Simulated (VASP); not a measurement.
Band structure of Si (diamond). Calculation: PBE0 hybrid, VASP's PBE PAW potentials (set 64) (plane waves; VASP 6.6.1).

The path is coarsely sampled, so an indirect gap can come out somewhat too large.

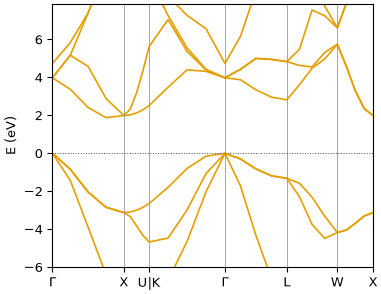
Bands along high-symmetry lines, zero at the valence-band maximum or, without a gap, the Fermi level

**Question.** Read the plot: is there a gap, and where are the band edges?

**Answer.** The gap is indirect, 1.88 eV, from the valence maximum at Γ to the conduction minimum at Γ-X at 0.75.

The compound is Si in the diamond structure. It was relaxed first. The cell's shape comes from a PBE relaxation.
